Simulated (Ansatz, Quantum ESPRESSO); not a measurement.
# Charging Rh(100), 5 layers, part 5 of 6

How does the Fermi level of Rh(100), 5 layers move as charge is added against a counter-electrode?

Quantum ESPRESSO 7.5; plane-wave DFT, PBE, GBRV ultrasoft pseudopotentials; geometry by Ansatz 0.2.0 with PAW datasets.

So far. Step 8 (SCF with pw.x: charge 0.0433 e): Gauss's law asks for a slope of 180.95 q/A = 1.085 eV/Å in the gap; the run gives 1.085. Step 10 (SCF with pw.x: constant Fermi level -4.5 eV): Gauss's law asks for a slope of 180.95 q/A = -0.117 eV/Å in the gap; the run gives -0.117.

**11. Ground state: constant Fermi level -5.0 eV**

Input file mu1.in:

```
&control
  prefix = 'mu1'
  outdir = './out'
  pseudo_dir = './pseudo'
  calculation = 'scf'
  tprnfor = .true.
/
&system
  ibrav = 0
  nat = 5
  ntyp = 1
  ecutwfc = 40
  ecutrho = 200
  occupations = 'smearing'
  smearing = 'mv'
  degauss = 0.02
  assume_isolated = 'esm'
  esm_bc = 'bc3'
  lgcscf = .true.
  gcscf_mu = -5.0
  gcscf_conv_thr = 0.001
/
&electrons
  conv_thr = 1e-09
  mixing_beta = 0.2
  electron_maxstep = 160
  mixing_mode = 'TF'
  diagonalization = 'rmm-davidson'
  diago_rmm_conv = .false.
  diago_full_acc = .true.
/
ATOMIC_SPECIES
  Rh  102.9055  rh_pbe_v1.4.uspp.F.UPF
CELL_PARAMETERS angstrom
  2.68700576850000 0.00000000000000 0.00000000000000
  0.00000000000000 2.68700576850000 0.00000000000000
  0.00000000000000 0.00000000000000 22.60000000000000
ATOMIC_POSITIONS crystal
  Rh  0.000000000000 0.000000000000 -0.146048524770
  Rh  0.500000000000 0.500000000000 -0.061977728370
  Rh  0.000000000000 0.000000000000 0.022093068130
  Rh  0.500000000000 0.500000000000 0.108499502727
  Rh  -0.000000000000 0.000000000000 0.190296312380
K_POINTS automatic
  10 10 1 0 0 0
```

The run is started by

```bash
$ OMP_NUM_THREADS=1 mpirun -n 4 pw.x -nk 4 -in mu1.in > mu1.out
```

What it wrote:

```text
[banner, memory and clock lines left out]
Program PWSCF v.7.5 starts
[...]
Message from routine iosys:
[...]
Message from routine setup:
[...]
number of electrons       =        75.00
     number of Kohn-Sham states=           46
     kinetic-energy cutoff     =      40.0000  Ry
     charge density cutoff     =     200.0000  Ry
[...]
number of k points=    21  Marzari-Vanderbilt smearing, width (Ry)=  0.0200
[...]
Dense  grid:    52725 G-vectors     FFT dimensions: (  24,  24, 200)
[...]
negative rho (up, down):  2.850E-01 0.000E+00
     Starting wfcs are   60 randomized atomic wfcs
[...]
negative rho (up, down):  2.823E-01 0.000E+00
[...]
estimated scf accuracy    <       1.80402210 Ry
[...]
the Fermi energy          =      -2.15121201 eV
[...]
negative rho (up, down):  2.819E-01 0.000E+00
[...]
estimated scf accuracy    <       0.87842054 Ry
[...]
the Fermi energy          =      -6.24880650 eV
[...]
negative rho (up, down):  2.822E-01 0.000E+00
[...]
estimated scf accuracy    <       3.70348519 Ry
[...]
the Fermi energy          =      -1.05994456 eV
[...]
negative rho (up, down):  2.831E-01 0.000E+00
[...]
estimated scf accuracy    <       0.80208921 Ry
[...]
the Fermi energy          =      -4.19959015 eV
[...]
negative rho (up, down):  2.845E-01 0.000E+00
[...]
estimated scf accuracy    <       0.69449281 Ry
[...]
the Fermi energy          =      -4.06920066 eV
[...]
negative rho (up, down):  2.862E-01 0.000E+00
[...]
estimated scf accuracy    <       0.23326929 Ry
[...]
the Fermi energy          =      -4.15258844 eV
[...]
negative rho (up, down):  2.889E-01 0.000E+00
[...]
estimated scf accuracy    <       0.01380781 Ry
[...]
the Fermi energy          =      -5.31771173 eV
[...]
negative rho (up, down):  2.910E-01 0.000E+00
[...]
estimated scf accuracy    <       0.00712637 Ry
[...]
the Fermi energy          =      -4.54841233 eV
[...]
negative rho (up, down):  2.928E-01 0.000E+00
[...]
estimated scf accuracy    <       0.05177250 Ry
[...]
the Fermi energy          =      -5.06944902 eV
[...]
negative rho (up, down):  2.945E-01 0.000E+00
[...]
estimated scf accuracy    <       0.00968131 Ry
[...]
the Fermi energy          =      -4.86545074 eV
[...]
negative rho (up, down):  2.946E-01 0.000E+00
[...]
estimated scf accuracy    <       0.00635240 Ry
[...]
the Fermi energy          =      -4.93592724 eV
[...]
negative rho (up, down):  2.941E-01 0.000E+00
[...]
estimated scf accuracy    <       0.00547709 Ry
[...]
the Fermi energy          =      -4.94039361 eV
[...]
negative rho (up, down):  2.945E-01 0.000E+00
[...]
estimated scf accuracy    <       0.00097930 Ry
[...]
the Fermi energy          =      -4.98472958 eV
[...]
negative rho (up, down):  2.944E-01 0.000E+00
[...]
estimated scf accuracy    <       0.00005107 Ry
[...]
the Fermi energy          =      -5.01120698 eV
[...]
negative rho (up, down):  2.940E-01 0.000E+00
[...]
estimated scf accuracy    <       0.00000882 Ry
[...]
the Fermi energy          =      -5.00971031 eV
[...]
negative rho (up, down):  2.938E-01 0.000E+00
[...]
estimated scf accuracy    <       0.00000456 Ry
[...]
the Fermi energy          =      -5.00570634 eV
[...]
negative rho (up, down):  2.939E-01 0.000E+00
[...]
estimated scf accuracy    <       0.00002332 Ry
[...]
the Fermi energy          =      -4.99765986 eV
[...]
negative rho (up, down):  2.937E-01 0.000E+00
[...]
estimated scf accuracy    <       0.00000510 Ry
[...]
the Fermi energy          =      -5.00786806 eV
[...]
negative rho (up, down):  2.936E-01 0.000E+00
[...]
estimated scf accuracy    <       0.00000092 Ry
[...]
the Fermi energy          =      -5.00379820 eV
[...]
negative rho (up, down):  2.935E-01 0.000E+00
[...]
estimated scf accuracy    <       0.00000368 Ry
[...]
the Fermi energy          =      -5.00132192 eV
[...]
negative rho (up, down):  2.932E-01 0.000E+00
[...]
estimated scf accuracy    <       0.00000110 Ry
[...]
the Fermi energy          =      -5.00245213 eV
[...]
negative rho (up, down):  2.932E-01 0.000E+00
[...]
estimated scf accuracy    <       0.00000058 Ry
[...]
the Fermi energy          =      -5.00197958 eV
[...]
negative rho (up, down):  2.929E-01 0.000E+00
[...]
estimated scf accuracy    <       0.00000017 Ry
[...]
the Fermi energy          =      -5.00298224 eV
[...]
negative rho (up, down):  2.928E-01 0.000E+00
[...]
estimated scf accuracy    <       0.00000035 Ry
[...]
the Fermi energy          =      -5.00107613 eV
[...]
negative rho (up, down):  2.927E-01 0.000E+00
[...]
estimated scf accuracy    <       0.00000009 Ry
[...]
the Fermi energy          =      -5.00126503 eV
[...]
negative rho (up, down):  2.926E-01 0.000E+00
[...]
estimated scf accuracy    <       0.00000007 Ry
[...]
the Fermi energy          =      -5.00106385 eV
[...]
negative rho (up, down):  2.925E-01 0.000E+00
[...]
estimated scf accuracy    <       0.00000006 Ry
[...]
the Fermi energy          =      -5.00097345 eV
[...]
negative rho (up, down):  2.924E-01 0.000E+00
[...]
estimated scf accuracy    <       0.00000003 Ry
[...]
the Fermi energy          =      -5.00102289 eV
[...]
negative rho (up, down):  2.923E-01 0.000E+00
[...]
estimated scf accuracy    <       0.00000004 Ry
[...]
the Fermi energy          =      -5.00115129 eV
[...]
negative rho (up, down):  2.922E-01 0.000E+00
[...]
estimated scf accuracy    <       0.00000002 Ry
[...]
the Fermi energy          =      -5.00057997 eV
[...]
negative rho (up, down):  2.922E-01 0.000E+00
[...]
estimated scf accuracy    <       0.00000002 Ry
[...]
the Fermi energy          =      -5.00033567 eV
[...]
negative rho (up, down):  2.921E-01 0.000E+00
[...]
estimated scf accuracy    <       0.00000002 Ry
[...]
the Fermi energy          =      -5.00033570 eV
[...]
negative rho (up, down):  2.921E-01 0.000E+00
[...]
estimated scf accuracy    <          8.0E-09 Ry
[...]
the Fermi energy          =      -5.00028215 eV
[...]
negative rho (up, down):  2.921E-01 0.000E+00
[...]
estimated scf accuracy    <          2.4E-09 Ry
[...]
the Fermi energy          =      -5.00024800 eV
[...]
negative rho (up, down):  2.920E-01 0.000E+00
[...]
estimated scf accuracy    <          1.5E-09 Ry
[...]
the Fermi energy          =      -5.00018363 eV
[...]
negative rho (up, down):  2.920E-01 0.000E+00
[...]
estimated scf accuracy    <          1.0E-09 Ry
[...]
the Fermi energy          =      -5.00008955 eV
[...]
negative rho (up, down):  2.920E-01 0.000E+00
[...]
the Fermi energy is    -5.0001 ev
!    total energy              =    -855.84508399 Ry
     estimated scf accuracy    <          6.6E-10 Ry
!    total charge of GC-SCF    =      -0.00091805 e
     smearing contrib. (-TS)   =       0.00226333 Ry
     internal energy E=F+TS    =    -855.84734732 Ry
[...]
one-electron contribution =  -95651.62657311 Ry
     hartree contribution      =   47821.92604655 Ry
     xc contribution           =    -149.56345778 Ry
     ewald contribution        =   47123.41629964 Ry
[...]
convergence has been achieved in  37 iterations
     negative rho (up, down):  2.920E-01 0.000E+00
[...]
Total force =     0.029283     Total SCF correction =     0.000121
[...]
```

It took 14 min on 4 MPI ranks of Arm Neoverse N1, shared host; peak memory 0.67 GiB; 56 min of CPU time.

Read from the output:

```
Fermi energy                                                   : -5.000 eV
charge found by GC-SCF                                         : -9.18e-4 e
vacuum line at the lower end of the cell, over the Fermi level : 5.092 eV
slope of the potential above                                   : -0.02298 eV/Å
vacuum line at the upper end of the cell, over the Fermi level : 5.000 eV
```

Gauss's law asks for a slope of 180.95 q/A = -0.023 eV/Å in the gap; the run gives -0.023.

**12. Ground state: between two electrodes with a field of -0.004 Ry/bohr**

bc2 puts electrodes at both ends of the cell; esm_efield times the cell length sets the bias between them, and the slab stays neutral.

Input file bc2.in:

```
&control
  prefix = 'bc2'
  outdir = './out'
  pseudo_dir = './pseudo'
  calculation = 'scf'
  tprnfor = .true.
/
&system
  ibrav = 0
  nat = 5
  ntyp = 1
  ecutwfc = 40
  ecutrho = 200
  occupations = 'smearing'
  smearing = 'mv'
  degauss = 0.02
  assume_isolated = 'esm'
  esm_bc = 'bc2'
  esm_efield = -0.004
/
&electrons
  conv_thr = 1e-07
  mixing_beta = 0.4
  electron_maxstep = 120
  mixing_mode = 'local-TF'
/
ATOMIC_SPECIES
  Rh  102.9055  rh_pbe_v1.4.uspp.F.UPF
CELL_PARAMETERS angstrom
  2.68700576850000 0.00000000000000 0.00000000000000
  0.00000000000000 2.68700576850000 0.00000000000000
  0.00000000000000 0.00000000000000 22.60000000000000
ATOMIC_POSITIONS crystal
  Rh  0.000000000000 0.000000000000 -0.168172418575
  Rh  0.500000000000 0.500000000000 -0.084101622175
  Rh  0.000000000000 0.000000000000 -0.000030825675
  Rh  0.500000000000 0.500000000000 0.086375608922
  Rh  -0.000000000000 0.000000000000 0.168172418575
K_POINTS automatic
  10 10 1 0 0 0
```

The run is started by

```bash
$ OMP_NUM_THREADS=1 mpirun -n 4 pw.x -nk 4 -in bc2.in > bc2.out
```

What it wrote:

```text
[banner, memory and clock lines left out]
Program PWSCF v.7.5 starts
[citation notice left out]

[...]
Message from routine setup:
[...]
bravais-lattice index     =            0
     lattice parameter (alat)  =       5.0777  a.u.
     unit-cell volume          =    1101.1392 (a.u.)^3
     number of atoms/cell      =            5
     number of atomic types    =            1
     number of electrons       =        75.00
     number of Kohn-Sham states=           46
     kinetic-energy cutoff     =      40.0000  Ry
     charge density cutoff     =     200.0000  Ry
     scf convergence threshold =      1.0E-07
     mixing beta               =       0.4000
     number of iterations used =            8  local-TF  mixing
     Exchange-correlation=  SLA  PW   PBX  PBC
                           (   1   4   3   4   0   0   0)

     Effective Screening Medium Method
     Boundary Conditions: Metal-Slab-Metal
     total charge in unit cell        =   0.0000
     field strength                   =  -0.0040 Ry/a.u.
     grid points for fit at edges     =        4

[...]
PseudoPot. # 1 for Rh read from file:
     ./pseudo/rh_pbe_v1.4.uspp.F.UPF
     Pseudo is Ultrasoft + core correction, Zval = 15.0
     Generated by new atomic code, or converted to UPF format
     Using radial grid of  969 points,  7 beta functions with:
                l(1) =   0
                l(2) =   0
                l(3) =   1
                l(4) =   1
                l(5) =   2
                l(6) =   2
                l(7) =   2
     Q(r) pseudized with  8 coefficients,  rinner =    1.200   1.200   1.200
                                                       1.200   1.200

     atomic species   valence    mass     pseudopotential
     Rh               15.00   102.90550     Rh( 1.00)

      8 Sym. Ops. (no inversion) found

[...]
number of k points=    21  Marzari-Vanderbilt smearing, width (Ry)=  0.0200
[...]
Dense  grid:    52725 G-vectors     FFT dimensions: (  24,  24, 200)

     Smooth grid:    37663 G-vectors     FFT dimensions: (  24,  24, 180)

     Initial potential from superposition of free atoms

     starting charge      72.4995, renormalised to      75.0000

     negative rho (up, down):  2.848E-01 0.000E+00
     Starting wfcs are   60 randomized atomic wfcs

     per-process dynamical memory:    58.0 Mb

     Self-consistent Calculation

     iteration #  1     ecut=    40.00 Ry     beta= 0.40
     Davidson diagonalization with overlap
     ethr =  1.00E-02,  avg # of iterations =  1.8

     negative rho (up, down):  2.915E-01 0.000E+00

     total energy              =    -855.78448341 Ry
     estimated scf accuracy    <       5.20199817 Ry

     iteration #  2     ecut=    40.00 Ry     beta= 0.40
[...]
negative rho (up, down):  2.984E-01 0.000E+00

[...]
total energy              =    -855.80088882 Ry
     estimated scf accuracy    <       1.13839023 Ry

     iteration #  3     ecut=    40.00 Ry     beta= 0.40
[...]
negative rho (up, down):  3.084E-01 0.000E+00

[...]
total energy              =    -855.61978552 Ry
     estimated scf accuracy    <       0.60618066 Ry

     iteration #  4     ecut=    40.00 Ry     beta= 0.40
[...]
negative rho (up, down):  3.094E-01 0.000E+00

[...]
total energy              =    -855.75223053 Ry
     estimated scf accuracy    <       0.06062478 Ry

     iteration #  5     ecut=    40.00 Ry     beta= 0.40
[...]
c_bands:  1 eigenvalues not converged
     c_bands:  1 eigenvalues not converged
[...]
negative rho (up, down):  3.075E-01 0.000E+00

[...]
total energy              =    -855.83001313 Ry
     estimated scf accuracy    <       0.03786430 Ry

     iteration #  6     ecut=    40.00 Ry     beta= 0.40
[...]
c_bands:  1 eigenvalues not converged
     c_bands:  2 eigenvalues not converged
[...]
negative rho (up, down):  3.069E-01 0.000E+00

[...]
total energy              =    -855.83750805 Ry
     estimated scf accuracy    <       0.01226254 Ry

[...]
iteration # 21     ecut=    40.00 Ry     beta= 0.40
[...]
negative rho (up, down):  2.919E-01 0.000E+00

[...]
total energy              =    -855.84539487 Ry
     estimated scf accuracy    <       0.00000258 Ry

     iteration # 22     ecut=    40.00 Ry     beta= 0.40
[...]
negative rho (up, down):  2.919E-01 0.000E+00

[...]
total energy              =    -855.84541341 Ry
     estimated scf accuracy    <       0.00001371 Ry

     iteration # 23     ecut=    40.00 Ry     beta= 0.40
[...]
negative rho (up, down):  2.919E-01 0.000E+00

[...]
total energy              =    -855.84542900 Ry
     estimated scf accuracy    <       0.00000036 Ry

     iteration # 24     ecut=    40.00 Ry     beta= 0.40
[...]
negative rho (up, down):  2.919E-01 0.000E+00

[...]
End of self-consistent calculation

          k = 0.0000 0.0000 0.0000 (  4653 PWs)   bands (ev):

   -53.2665 -53.0744 -52.8835 -52.8835 -52.8207 -52.8207 -52.8119 -52.7000
   -52.7000 -52.2695 -52.2602 -52.2602 -52.2191 -52.2008 -52.2008 -13.7370
   -12.5953 -12.2819 -11.9599 -11.5443 -11.4308 -11.3376 -10.5848  -9.7979
    -9.4350  -9.0394  -9.0394  -8.3302  -8.3302  -8.0552  -7.7656  -7.3995
    -7.2216  -7.2216  -7.0784  -6.7879  -6.7584  -6.2197  -6.1076  -6.1076
    -5.7506  -5.6453  -5.4689  -5.4689  -4.9158  -3.6571

          k = 0.0000 0.1000 0.0000 (  4681 PWs)   bands (ev):

   -53.2549 -53.0851 -52.9105 -52.8946 -52.8759 -52.8167 -52.7819 -52.7382
   -52.7004 -52.2964 -52.2649 -52.2582 -52.2375 -52.2149 -52.1984 -13.4850
   -12.3853 -12.1100 -11.7745 -11.4127 -11.2180 -11.1698 -10.4419  -9.7309
    -9.3071  -9.0996  -8.9801  -8.7691  -8.3762  -8.0605  -7.6634  -7.5593
    -7.5116  -7.3739  -7.1775  -6.6897  -6.6759  -6.5974  -6.4652  -5.9442
    -5.9016  -5.8396  -5.7365  -5.4247  -4.0995  -2.6894

[...]
the Fermi energy is    -6.2733 ev

!    total energy              =    -855.84543114 Ry
     estimated scf accuracy    <       0.00000009 Ry
     smearing contrib. (-TS)   =       0.00225612 Ry
     internal energy E=F+TS    =    -855.84768726 Ry

     The total energy is F=E-TS. E is the sum of the following terms:
     one-electron contribution =  -42400.25891547 Ry
     hartree contribution      =   21192.74129868 Ry
     xc contribution           =    -149.56252585 Ry
     ewald contribution        =   20501.23245538 Ry

     convergence has been achieved in  24 iterations

     negative rho (up, down):  2.919E-01 0.000E+00

     Forces acting on atoms (cartesian axes, Ry/au):

     atom    1 type  1   force =     0.00000000    0.00000000    0.01392089
     atom    2 type  1   force =     0.00000000    0.00000000   -0.02398246
     atom    3 type  1   force =     0.00000000    0.00000000    0.01019907
     atom    4 type  1   force =     0.00000000    0.00000000    0.00083103
     atom    5 type  1   force =     0.00000000    0.00000000   -0.00093106

     Total force =     0.029572     Total SCF correction =     0.002048

[...]
```

Elapsed: 3 min, on 4 MPI ranks; peak memory 0.63 GiB; 12 min of CPU time.

This step gave:

* Fermi energy: -6.273 eV
* slope of the potential below: 0.1961 eV/Å
* vacuum line at the lower end of the cell, over the Fermi level: 3.950 eV
* slope of the potential above: 0.1965 eV/Å
* vacuum line at the upper end of the cell, over the Fermi level: 6.273 eV

The potential energy, planar mean oscillates, so the rows of the table below give means over windows of 1.92 Å about each position, cut where the curve ends. Its maxima inside the range that stand out by 2 % of the span (Å: eV): -6.3: 4.84, -2.8: -3.07, -0.9: -3.44, 1.0: -2.73, 2.9: -3.93. Its minima: -3.8: -15.6, -1.9: -16.0, 0.0: -16.0, 1.9: -16.0, 3.8: -15.6.

Electrostatic potential energy of an electron; zero at the Fermi level. Table of potential energy, planar mean by z; means over each step:

```csv
z (Å),"potential energy, planar mean (eV)"
-10.34,4.14
-8.42,4.51
-6.50,4.77
-4.58,-4.45
-2.66,-9.81
-0.74,-10.0
1.18,-9.53
3.10,-10.2
5.02,0.105
6.94,5.38
8.86,5.79
10.78,6.12
```

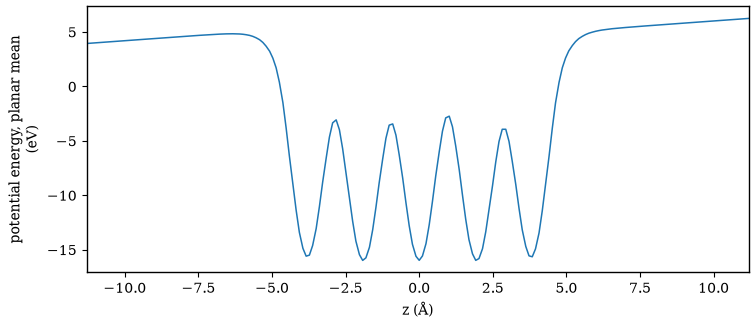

Potential energy, planar mean against z.

The set field of -0.103 V/Å over 22.6 Å is a bias of 2.32 V; the two ends of the cell differ by 2.32 eV. The slope in the vacuum is 0.197 eV/Å in size, more than the set field, because the slab carries little of the drop.

[end of part 5 of 6]

[Logs are printed without paths, hosts, clocks, repeated set-up lines and the standing remarks that a program may print on its own settings, such as how far it seeks lower states.]

[Hosts, paths, dates, database ids (printed as entryN), source tags and the programs' standing remarks are cut or masked in the printed files.]

[Maps of the electrostatic potential energy from Ansatz leave out the sawtooth potential of an applied field or a dipole correction, so their vacuum need not be flat; planar profiles and work functions include it.]
